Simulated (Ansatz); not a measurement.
# K+ with F2: superposition error and deformation

Aim: split the binding of a pair into the counterpoise interaction, the basis-set superposition error and the cost of deforming the fragments.

Computed with Ansatz 0.2.0, Gaussian basis. Level: PBE0-D4 structures, single points in def2-TZVPPD.

Levels: PBE-D4, revPBE-D4, BLYP-D4, r2SCAN-D4, B97M-V, PBE0-D4, B3LYP-D4, HSE06-D4, wB97X-V, wB97M-V, B2PLYP, Hartree-Fock, MP2, CCSD, CCSD(T).

Cores are frozen in the correlated methods. The outer core shell of Li, Na, Mg and K is correlated. B3LYP uses VWN-RPA correlation. B2PLYP carries no dispersion term here.

129 further runs of the same task are left out: 129 set aside as unsound or not needed.

## 1. The starting structure

The relaxed pair: 3 atoms, charge 1, spin multiplicity 1.

Atoms are counted from 1 here; the program's logs count them from 0.

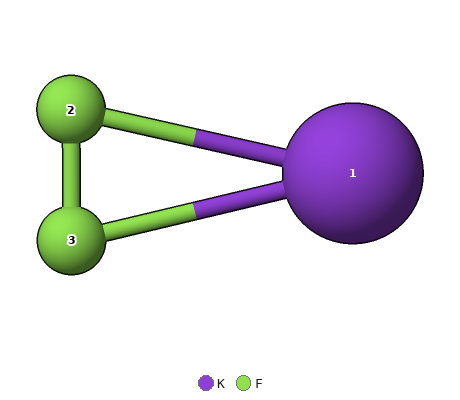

As it starts; potassium purple, fluorine green; atoms are numbered from 1 in the order of the file.

Geometry (Å):

| atom | x (Å) | y (Å) | z (Å) |
| --- | --- | --- | --- |
| K1 | -0.02354 | 0.03830 | -1.97551 |
| F2 | -0.34930 | 0.56826 | 1.00229 |
| F3 | 0.37284 | -0.60656 | 0.97322 |

Atoms 1 to 1 are fragment A (K+), the rest fragment B (F2). From earlier runs, pair energy (eV) and counterpoise interaction (meV):

| method | E(pair) | interaction |
| --- | --- | --- |
| PBE-D4 | -21740.71371 | -118 |
| revPBE-D4 | -21747.24820 | -101 |
| BLYP-D4 | -21751.41952 | -106 |
| r2SCAN-D4 | -21748.35394 | -115 |
| B97M-V | -21745.38634 | -114 |
| PBE0-D4 | -21741.68383 | -107 |
| B3LYP-D4 | -21751.83534 | -106 |
| HSE06-D4 | -21741.25329 | -107 |
| wB97X-V | -21747.41182 | -113 |
| wB97M-V | -21749.54296 | -112 |
| B2PLYP | -21744.63857 | -98 |
| Hartree-Fock | -21708.61265 | -58 |
| MP2 | -21726.88058 | -105 |
| CCSD(T) | -21727.85274 | -102 |

First each fragment is run alone in its own basis, frozen in the shape it has in the pair (a, b).

## 2. wB97X-V/def2-TZVPPD

The input, a/in.yaml:

```yaml
crystal:
  periodic: [false, false, false]
  atoms:
    - {symbol: K, position_ang: [-0.023543, 0.038300, -1.975514]}
basis:
  gaussian: {orbitals: "def2-TZVPPD.json"}
total_charge: 1
hamiltonian: {xc: {name: wB97X-V}}
```

The input, b/in.yaml:

```yaml
crystal:
  periodic: [false, false, false]
  atoms:
    - {symbol: F, position_ang: [-0.349300, 0.568263, 1.002294]}
    - {symbol: F, position_ang: [0.372842, -0.606563, 0.973219]}
basis:
  gaussian: {orbitals: "def2-TZVPPD.json"}
hamiltonian: {xc: {name: wB97X-V}}
```

The basis file named in the input lies beside it (Basis Set Exchange, JSON).

Each run has its own folder and the same command.

Started as:

```sh
$ ansatz run in.yaml --threads 2 --pin off --events-out ev --progress --plain --max-ram 5222MiB
```

Output in a:

```text
Functional definition: wB97X-V
  name "wB97X-V"
  cite "Mardirossian & Head-Gordon, Phys. Chem. Chem. Phys. 16, 9904 (2014) doi:10.1039/C3CP54374A"
  cite "Becke, J. Chem. Phys. 107, 8554 (1997) doi:10.1063/1.475007"
  cite "Vydrov & Van Voorhis, J. Chem. Phys. 133, 244103 (2010) doi:10.1063/1.3521275"
  parameter omega = 0.3/bohr
  parameter cx = 0.167
  parameter cx1 = 0.603
  parameter cx2 = 1.194
  parameter css0 = 0.556
  parameter css1 = -0.257
  parameter cos0 = 1.219
  parameter cos1 = -1.850
  parameter b = 6.0
  parameter c = 0.01
  exchange = spin_sum(e_x_unif_sr(omega)*poly(b97_u_x, 1 - cx, cx1, cx2)) + cx*exact_x_sr(omega) + exact_x_lr(omega)
  correlation = spin_sum(e_c_pw_same_spin*poly(b97_u_same, css0, css1))
      + integral(e_c_pw_opposite_spin*poly(b97_u_opposite, cos0, cos1)) + vv10(b, c)
294 factors; their error is unknown
80 factors; integrals over basis functions are off by at most 9.2e-5 eV
mean field evaluation 1: about -16317.7546 eV, gradient 5.6e-1 eV
mean field evaluation 2: about -16317.7547 eV, gradient 5.6e-1 eV
mean field evaluation 4: about -16317.7553 eV, gradient 1.1e-2 eV
mean field evaluation 8: about -16317.8030 eV, gradient 1.8e-4 eV
mean field -16317.80298627 eV, -599.6681991414 hartree, gradient 7.1e-6 eV, S^2 0.000000; 0 other end points of the search recorded, 0 dependent functions left out
reference -16317.80298498 eV, -599.6681990939 hartree; 9, 9 occupied and 27, 27 virtual orbitals, 294 factors
Total energy: -16317.80298498 eV, -599.6681990939 hartree
```

Log of b:

```text
[... 17 set-up lines as earlier in the session ...]
      + integral(e_c_pw_opposite_spin*poly(b97_u_opposite, cos0, cos1)) + vv10(b, c)
394 factors; their error is unknown
104 factors; integrals over basis functions are off by at most 4.2e-5 eV
mean field evaluation 1: about -5429.0076 eV, gradient 1.9e1 eV
mean field evaluation 2: about -5429.4240 eV, gradient 7.9e0 eV
mean field evaluation 4: about -5429.4829 eV, gradient 3.7e-1 eV
mean field evaluation 8: about -5429.4918 eV, gradient 1.3e-3 eV
mean field -5429.49176635 eV, -199.5301421716 hartree, gradient 7.8e-6 eV, S^2 0.000000; 0 other end points of the search recorded, 0 dependent functions left out
reference -5429.49176432 eV, -199.5301420971 hartree; 9, 9 occupied and 71, 71 virtual orbitals, 394 factors
Total energy: -5429.49176432 eV, -199.5301420971 hartree
```

Times: 1.1 s (a), 0.95 s (b) on 2 threads of Arm Neoverse V1, shared host.

## 3. wB97M-V/def2-TZVPPD

The same edit goes into each in.yaml of step 2 (a, b):

```diff
-hamiltonian: {xc: {name: wB97X-V}}
+hamiltonian: {xc: {name: wB97M-V}}
```

Each run has its own folder and the same command.

Started as:

```sh
$ ansatz run in.yaml --threads 2 --pin off --events-out ev --progress --plain --max-ram 5222MiB
```

Log of a:

```text
Functional definition: wB97M-V
  name "wB97M-V"
  cite "Mardirossian & Head-Gordon, J. Chem. Phys. 144, 214110 (2016) doi:10.1063/1.4952647"
[... 2 set-up lines as earlier in the session ...]
  # Of w^i u^j: cxij and so on, Table III.
[... 1 set-up line as earlier in the session ...]
  parameter cx = 0.15
  parameter cx01 = 1.007
  parameter cx10 = 0.259
  parameter css00 = 0.443
  parameter css04 = -1.437
  parameter css10 = -4.535
  parameter css20 = -3.390
  parameter css43 = 4.278
  parameter cos00 = 1.000
  parameter cos10 = 1.358
  parameter cos20 = 2.924
  parameter cos21 = -8.812
  parameter cos60 = -1.390
  parameter cos61 = 9.142
[... 2 set-up lines as earlier in the session ...]
  gx(w, u) = 1 - cx + cx01*u + cx10*w
  gss(w, u) = css00 + css04*u^4 + css10*w + css20*w^2 + css43*w^4*u^3
  gos(w, u) = cos00 + cos10*w + (cos20 + cos21*u)*w^2 + (cos60 + cos61*u)*w^6
  exchange = spin_sum(e_x_unif_sr(omega)*gx(b97_w, b97_u_x)) + cx*exact_x_sr(omega) + exact_x_lr(omega)
  correlation = spin_sum(e_c_pw_mod_same_spin*gss(b97_w, b97_u_same))
      + integral(e_c_pw_mod_opposite_spin*gos(b97_w_opposite, b97_u_opposite)) + vv10(b, c)
294 factors; their error is unknown
80 factors; integrals over basis functions are off by at most 9.2e-5 eV
mean field evaluation 1: about -16319.2888 eV, gradient 4.6e-1 eV
mean field evaluation 2: about -16319.2889 eV, gradient 4.6e-1 eV
mean field evaluation 4: about -16319.2893 eV, gradient 6.6e-3 eV
mean field evaluation 8: about -16319.3311 eV, gradient 2.6e-4 eV
mean field -16319.33110416 eV, -599.7243564378 hartree, gradient 8.1e-6 eV, S^2 0.000000; 0 other end points of the search recorded, 0 dependent functions left out
reference -16319.33114010 eV, -599.7243577587 hartree; 9, 9 occupied and 27, 27 virtual orbitals, 294 factors
Total energy: -16319.33114010 eV, -599.7243577587 hartree
```

Output in b:

```text
[... 5 set-up lines as earlier in the session ...]
  # Of w^i u^j: cxij and so on, Table III.
[... 17 set-up lines as earlier in the session ...]
  gx(w, u) = 1 - cx + cx01*u + cx10*w
  gss(w, u) = css00 + css04*u^4 + css10*w + css20*w^2 + css43*w^4*u^3
  gos(w, u) = cos00 + cos10*w + (cos20 + cos21*u)*w^2 + (cos60 + cos61*u)*w^6
[... 2 set-up lines as earlier in the session ...]
      + integral(e_c_pw_mod_opposite_spin*gos(b97_w_opposite, b97_u_opposite)) + vv10(b, c)
394 factors; their error is unknown
104 factors; integrals over basis functions are off by at most 4.2e-5 eV
mean field evaluation 1: about -5429.6305 eV, gradient 1.9e1 eV
mean field evaluation 2: about -5430.0324 eV, gradient 7.8e0 eV
mean field evaluation 4: about -5430.0896 eV, gradient 4.1e-1 eV
mean field evaluation 8: about -5430.0972 eV, gradient 1.6e-3 eV
mean field -5430.09715598 eV, -199.5523898301 hartree, gradient 1.4e-5 eV, S^2 0.000000; 0 other end points of the search recorded, 0 dependent functions left out
reference -5430.09720821 eV, -199.5523917496 hartree; 9, 9 occupied and 71, 71 virtual orbitals, 394 factors
Total energy: -5430.09720821 eV, -199.5523917496 hartree
```

They took 1.3 s (a), 1 s (b) on 2 threads of Arm Neoverse V1, shared host.

## 4. B2PLYP/def2-TZVPPD

The same edit goes into each in.yaml of step 3 (a, b):

```diff
-hamiltonian: {xc: {name: wB97M-V}}
+hamiltonian: {xc: {name: B2PLYP}}
```

One command serves all of them, each in its own folder.

Started as:

```sh
$ ansatz run in.yaml --threads 2 --pin off --events-out ev --progress --plain --max-ram 5222MiB
```

Output in a:

```text
Functional definition: B2PLYP
  name "B2PLYP"
  cite "Grimme, J. Chem. Phys. 124, 034108 (2006) doi:10.1063/1.2148954"
  cite "Becke, Phys. Rev. A 38, 3098 (1988) doi:10.1103/PhysRevA.38.3098"
  cite "Lee, Yang & Parr, Phys. Rev. B 37, 785 (1988) doi:10.1103/PhysRevB.37.785"
  parameter a = 0.53
  parameter c = 0.27
  exchange = (1 - a)*b88_x + a*exact_x
  correlation = (1 - c)*lyp_c + c*(mp2_os + mp2_ss)
206 factors; integrals over basis functions are off by at most 1.5e-4 eV
mean field evaluation 1: about -16314.6709 eV, gradient 5.9e-1 eV
mean field evaluation 2: about -16314.6710 eV, gradient 5.8e-1 eV
mean field evaluation 4: about -16314.6716 eV, gradient 1.1e-3 eV
mean field evaluation 8: about -16314.6716 eV, gradient 5.3e-6 eV
mean field -16314.67160316 eV, -599.5531229344 hartree, gradient 5.3e-6 eV, S^2 0.000000; 0 other end points of the search recorded, 0 dependent functions left out
5 core orbitals not correlated: weight in the atoms' cores, before any rotation towards them, 1.000 or more for the frozen orbitals, at most 0.000 for the correlated occupied ones
reference -16314.67168109 eV, -599.5531257983 hartree; 4, 4 occupied and 27, 27 virtual orbitals, 206 factors
second order -4.82704404 eV of doubles, -0.00000000 eV of singles
Total energy: -16315.97498298 eV, -599.6010212594 hartree
```

Log of b:

```text
[... 9 set-up lines as earlier in the session ...]
523 factors; integrals over basis functions are off by at most 5.9e-4 eV
mean field evaluation 1: about -5423.6783 eV, gradient 1.7e1 eV
mean field evaluation 2: about -5423.6803 eV, gradient 1.7e1 eV
mean field evaluation 4: about -5423.9960 eV, gradient 7.9e-1 eV
mean field evaluation 8: about -5423.9969 eV, gradient 2.4e-3 eV
mean field -5423.99691224 eV, -199.3282100078 hartree, gradient 1.9e-6 eV, S^2 0.000000; 0 other end points of the search recorded, 0 dependent functions left out
2 core orbitals not correlated: weight in the atoms' cores, before any rotation towards them, 1.000 or more for the frozen orbitals, at most 0.000 for the correlated occupied ones
reference -5423.99701262 eV, -199.3282136967 hartree; 7, 7 occupied and 71, 71 virtual orbitals, 523 factors
second order -16.88877461 eV of doubles, -0.00000000 eV of singles
Total energy: -5428.55698177 eV, -199.4957894719 hartree
```

Wall times: 0.4 s (a), 0.6 s (b) on 2 threads of Arm Neoverse V1, shared host.

## 5. B97M-V/def2-TZVPPD

The same edit goes into each in.yaml of step 4 (a, b):

```diff
-hamiltonian: {xc: {name: B2PLYP}}
+hamiltonian: {xc: {name: B97M-V}}
```

One command serves all of them, each in its own folder.

Started as:

```sh
$ ansatz run in.yaml --threads 2 --pin off --events-out ev --progress --plain --max-ram 5222MiB
```

Output in a:

```text
Functional definition: B97M-V
  name "B97M-V"
  cite "Mardirossian & Head-Gordon, J. Chem. Phys. 142, 074111 (2015) doi:10.1063/1.4907719"
[... 2 set-up lines as earlier in the session ...]
  # Of w^i u^j: cxij and so on, Table III.
  parameter cx00 = 1.000
  parameter cx01 = 1.308
  parameter cx02 = 1.901
  parameter cx10 = 0.416
  parameter cx11 = 3.070
  parameter css00 = 1.000
  parameter css02 = -1.855
  parameter css10 = -5.668
  parameter css32 = -20.497
  parameter css42 = -20.364
[... 1 set-up line as earlier in the session ...]
  parameter cos01 = 1.573
  parameter cos03 = -6.298
  parameter cos10 = 2.535
  parameter cos32 = -6.427
[... 2 set-up lines as earlier in the session ...]
  gx(w, u) = cx00 + cx01*u + cx02*u^2 + (cx10 + cx11*u)*w
  gss(w, u) = css00 + css02*u^2 + css10*w + (css32*w^3 + css42*w^4)*u^2
  gos(w, u) = cos00 + cos01*u + cos03*u^3 + cos10*w + cos32*w^3*u^2
  exchange = spin_sum(e_x_unif_s*gx(b97_w, b97_u_x))
[... 1 set-up line as earlier in the session ...]
      + integral(e_c_pw_mod_opposite_spin*gos(b97_w_opposite, b97_u_opposite)) + vv10(b, c)
286 factors; their error is unknown
mean field evaluation 1: about -16315.8690 eV, gradient 1.2e0 eV
mean field evaluation 2: about -16315.8712 eV, gradient 6.4e-1 eV
mean field evaluation 4: about -16315.8622 eV, gradient 1.6e-2 eV
mean field evaluation 8: about -16315.8622 eV, gradient 7.4e-6 eV
mean field -16315.86215186 eV, -599.5968747921 hartree, gradient 7.4e-6 eV, S^2 0.000000; 0 other end points of the search recorded, 0 dependent functions left out
reference -16315.86217914 eV, -599.5968757948 hartree; 9, 9 occupied and 27, 27 virtual orbitals, 286 factors
Total energy: -16315.86217914 eV, -599.5968757948 hartree
```

Log of b:

```text
[... 5 set-up lines as earlier in the session ...]
  # Of w^i u^j: cxij and so on, Table III.
[... 17 set-up lines as earlier in the session ...]
  gx(w, u) = cx00 + cx01*u + cx02*u^2 + (cx10 + cx11*u)*w
  gss(w, u) = css00 + css02*u^2 + css10*w + (css32*w^3 + css42*w^4)*u^2
  gos(w, u) = cos00 + cos01*u + cos03*u^3 + cos10*w + cos32*w^3*u^2
[... 2 set-up lines as earlier in the session ...]
      + integral(e_c_pw_mod_opposite_spin*gos(b97_w_opposite, b97_u_opposite)) + vv10(b, c)
394 factors; their error is unknown
mean field evaluation 1: about -5429.1997 eV, gradient 1.4e1 eV
mean field evaluation 2: about -5429.3285 eV, gradient 8.3e0 eV
mean field evaluation 4: about -5429.4081 eV, gradient 4.8e-1 eV
mean field evaluation 8: about -5429.4074 eV, gradient 2.5e-3 eV
mean field -5429.40739568 eV, -199.5270416068 hartree, gradient 1.8e-5 eV, S^2 0.000000; 0 other end points of the search recorded, 0 dependent functions left out
reference -5429.40745680 eV, -199.5270438529 hartree; 9, 9 occupied and 71, 71 virtual orbitals, 394 factors
Total energy: -5429.40745680 eV, -199.5270438529 hartree
```

They took 1 s (a), 0.95 s (b) on 2 threads of Arm Neoverse V1, shared host.

## 6. CCSD(T)/def2-TZVPPD

Each input of step 5 (a, b) changes in the same lines:

```diff
-hamiltonian: {xc: {name: B97M-V}}
+correlation: {method: ccsd_t}
```

Each run has its own folder and the same command.

Started as:

```sh
$ ansatz run in.yaml --threads 2 --pin off --events-out ev --progress --plain --max-ram 5222MiB
```

a printed:

```text
Functional definition: HF
  name "HF"
  cite "Fock, Z. Phys. 61, 126 (1930) doi:10.1007/BF01340294"
  parent pbe
  exchange = exact_x
  correlation = 0
206 factors; integrals over basis functions are off by at most 1.5e-4 eV
mean field evaluation 1: about -16299.7846 eV, gradient 2.3e-1 eV
mean field evaluation 2: about -16299.7846 eV, gradient 2.3e-1 eV
mean field evaluation 4: about -16299.7848 eV, gradient 4.2e-4 eV
mean field evaluation 8: about -16299.7846 eV, gradient 2.3e-1 eV
mean field -16299.78475555 eV, -599.0060413757 hartree, gradient 2.4e-6 eV, S^2 0.000000; 0 other end points of the search recorded, 0 dependent functions left out
5 core orbitals not correlated: weight in the atoms' cores, before any rotation towards them, 1.000 or more for the frozen orbitals, at most 0.000 for the correlated occupied ones
reference -16299.78475555 eV, -599.0060413757 hartree; 4, 4 occupied and 27, 27 virtual orbitals, 206 factors
second order -4.10192687 eV of doubles, -0.00000000 eV of singles
cycle   1  -4.37575722 eV  change   -2.7e-1 eV  update   1.9e-2
cycle   2  -4.41481778 eV  change   -3.9e-2 eV  update   4.6e-3
cycle   3  -4.41659410 eV  change   -1.8e-3 eV  update   6.9e-4
cycle   4  -4.41656970 eV  change    2.4e-5 eV  update   1.0e-4
cycle   5  -4.41654795 eV  change    2.2e-5 eV  update   2.1e-5
cycle   6  -4.41655001 eV  change   -2.1e-6 eV  update   3.3e-6
perturbative correction -0.04592391 eV, -0.0016876725 hartree
Total energy: -16304.24722947 eV, -599.1700342674 hartree
```

Log of b:

```text
[... 6 set-up lines as earlier in the session ...]
523 factors; integrals over basis functions are off by at most 5.9e-4 eV
mean field evaluation 1: about -5408.1826 eV, gradient 2.1e1 eV
mean field evaluation 2: about -5408.1852 eV, gradient 2.1e1 eV
mean field evaluation 4: about -5408.7646 eV, gradient 1.1e0 eV
mean field evaluation 8: about -5408.7674 eV, gradient 8.6e-6 eV
mean field evaluation 16: about -5408.7672 eV, gradient 3.2e-1 eV
mean field -5408.76744520 eV, -198.7685374168 hartree, gradient 7.2e-7 eV, S^2 0.000000; 0 other end points of the search recorded, 0 dependent functions left out; unrestricted orbitals would lower it
2 core orbitals not correlated: weight in the atoms' cores, before any rotation towards them, 1.000 or more for the frozen orbitals, at most 0.000 for the correlated occupied ones
reference -5408.76744520 eV, -198.7685374168 hartree; 7, 7 occupied and 71, 71 virtual orbitals, 523 factors
second order -14.10143717 eV of doubles, -0.00000000 eV of singles
cycle   1  -13.79643990 eV  change    3.0e-1 eV  update   7.4e-2
cycle   2  -14.16428677 eV  change   -3.7e-1 eV  update   2.4e-2
cycle   3  -14.24222518 eV  change   -7.8e-2 eV  update   1.0e-2
cycle   4  -14.23485677 eV  change    7.4e-3 eV  update   2.1e-3
cycle   5  -14.23703557 eV  change   -2.2e-3 eV  update   9.3e-4
cycle   6  -14.23742379 eV  change   -3.9e-4 eV  update   3.6e-4
cycle   7  -14.23735797 eV  change    6.6e-5 eV  update   1.5e-4
cycle   8  -14.23730386 eV  change    5.4e-5 eV  update   5.1e-5
cycle   9  -14.23728599 eV  change    1.8e-5 eV  update   1.5e-5
cycle  10  -14.23728007 eV  change    5.9e-6 eV  update   5.1e-6
perturbative correction -0.47743906 eV, -0.0175455617 hartree
Total energy: -5423.48216432 eV, -199.3092933705 hartree
```

Times: 0.15 s (a), 1 s (b) on 2 threads of Arm Neoverse V1, shared host.

## 7. Relaxing F2 alone

The input, relax-b/in.yaml:

```yaml
crystal:
  periodic: [false, false, false]
  atoms:
    - {symbol: F, position_ang: [-0.349300, 0.568263, 1.002294]}
    - {symbol: F, position_ang: [0.372842, -0.606563, 0.973219]}
basis:
  gaussian: {orbitals: def2-TZVP}
hamiltonian: {xc: pbe0, dispersion: d4}
relax: {f_tol: 0.005, max_steps: 200}
```

Started as:

```sh
$ ansatz run in.yaml --threads 2 --pin off --events-out ev --progress --plain --max-ram 5222MiB
```

Output:

```text
Functional definition: PBE0
  name "PBE0"
  cite "Adamo & Barone, J. Chem. Phys. 110, 6158 (1999) doi:10.1063/1.478522"
  cite "Perdew, Burke & Ernzerhof, Phys. Rev. Lett. 77, 3865 (1996) doi:10.1103/PhysRevLett.77.3865"
[... 1 set-up line as earlier in the session ...]
  parameter a = 0.25
  parameter kappa = 0.804
  parameter beta = 0.06672455060314922
  exchange = (1 - a)*pbe_x(kappa = kappa, mu = beta*pi^2/3) + a*exact_x
  correlation = pbe_c(beta = beta)
312 factors; their error is unknown
mean field evaluation 1: about -5425.8889 eV, gradient 1.6e1 eV
mean field evaluation 2: about -5426.0946 eV, gradient 7.3e0 eV
mean field evaluation 4: about -5426.1512 eV, gradient 1.3e-1 eV
mean field evaluation 8: about -5426.1821 eV, gradient 1.9e-2 eV
mean field -5426.18210254 eV, -199.4085142699 hartree, gradient 1.1e-5 eV, S^2 0.000000; 0 other end points of the search recorded, 0 dependent functions left out
the calculation of the forces begins
reference -5426.18210985 eV, -199.4085145385 hartree; 9, 9 occupied and 53, 53 virtual orbitals, 312 factors
relax step   1: F+E_penalty+E_count = -5426.18626780 eV  Δ(F+E_penalty+E_count) = +0.000e0 eV  max|allowed force component| = 1.312e-1 eV/Å  Δτ_max = 0.0000 Å  (24 SCF iters, accepted)
these checks for a lower state are left out or cut short: starts, cluster_reference, orbital_swaps, neighbouring_geometries, increment
312 factors; their error is unknown
mean field evaluation 16: about -5426.1514 eV, gradient 2.8e-1 eV
mean field -5426.18234953 eV, -199.4085233466 hartree, gradient 2.0e-5 eV, S^2 0.000000; 0 other end points of the search recorded, 0 dependent functions left out
the calculation of the forces begins
reference -5426.18235683 eV, -199.4085236151 hartree; 9, 9 occupied and 53, 53 virtual orbitals, 312 factors
relax step   2: F+E_penalty+E_count = -5426.18651489 eV  Δ(F+E_penalty+E_count) = -2.471e-4 eV  max|allowed force component| = 4.777e-2 eV/Å  Δτ_max = 0.0012 Å  (28 SCF iters, accepted)
these checks for a lower state are left out or cut short: starts, cluster_reference, orbital_swaps, neighbouring_geometries, increment
312 factors; their error is unknown
mean field -5426.18238685 eV, -199.4085247184 hartree, gradient 2.0e-5 eV, S^2 0.000000; 0 other end points of the search recorded, 0 dependent functions left out
the calculation of the forces begins
reference -5426.18239416 eV, -199.4085249868 hartree; 9, 9 occupied and 53, 53 virtual orbitals, 312 factors
relax step   3: F+E_penalty+E_count = -5426.18655228 eV  Δ(F+E_penalty+E_count) = -3.739e-5 eV  max|allowed force component| = 3.777e-4 eV/Å  Δτ_max = 0.0007 Å  (28 SCF iters, accepted)
312 factors; their error is unknown
mean field evaluation 32: about -5426.1515 eV, gradient 2.4e-1 eV
mean field -5426.18238685 eV, -199.4085247184 hartree, gradient 2.0e-5 eV, S^2 0.000000; 1 other end points of the search recorded, 0 dependent functions left out
the calculation of the forces begins
reference -5426.18239416 eV, -199.4085249868 hartree; 9, 9 occupied and 53, 53 virtual orbitals, 312 factors
Total energy: -5426.18655959 eV, -199.4086780634 hartree
Atom 0 at    -0.348334     0.566691     1.002255 Å, force    -0.000232     0.000378     0.000009 eV/Å
Atom 1 at     0.371876    -0.604991     0.973258 Å, force     0.000232    -0.000378    -0.000009 eV/Å
Dipole moment:     0.000000    -0.000000     0.000000 e Å
```

Wall time 1.1 s (2 threads of Arm Neoverse V1, shared host).

Along the way:

```
step  energy from step 1 (eV)  largest force component (eV/Å)
   1                   0.0000                          0.1312
   2                  -0.0002                          0.0478
   3                  -0.0003                          0.0004
```

The bond:

```
 bond  before (Å)  after (Å)  change (Å)
F1–F2       1.379      1.376      -0.004
```

[end of part 1 of 2]
